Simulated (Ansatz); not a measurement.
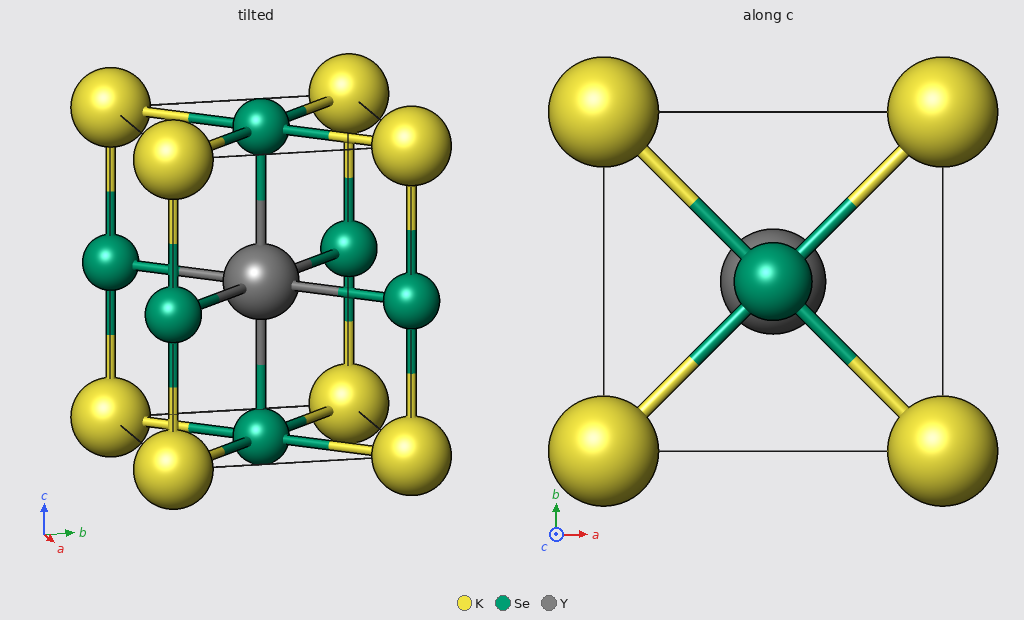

Ball-and-stick model, viewed slightly off an axis and along the c axis. The conventional unit cell is outlined; an atom on or near a face, edge or corner is repeated at each equivalent position.

KYSe₂, space group P4/mmm (No. 123), a = 4.551 Å, b = 4.551 Å, c = 5.868 Å, α = 90.00°, β = 90.00°, γ = 90.00°. Its origin is a structure type filled with these elements by a generator (whether the compound takes this form wasn't checked). The cell was then strained or its atoms displaced on purpose. It was run through Ansatz as a DFT input.

This one geometry was computed with Ansatz (DFT, plane waves, PAW) at three levels of theory: PBE, HSE06 and r2SCAN. It was relaxed with r2SCAN and then strained.

How does the band gap change with the level of theory?

PBE: a gap of 0.67 eV, direct; r2SCAN: a gap of 0.99 eV, direct; HSE06: a gap of 1.45 eV, direct.

Collect the results in a table.

| level | cutoff (eV) | k-mesh of the run's cell | gap (eV) | pressure (GPa) |
| --- | --- | --- | --- | --- |
| PBE | 420 | 6×6×4 | 0.67 | -3.0 |
| HSE06 | 420 | 4×4×4 | 1.45 | -3.7 |
| r2SCAN | 500 | 6×6×4 | 0.99 | -3.7 |

Gaps are taken on the k-mesh or band path of each run.
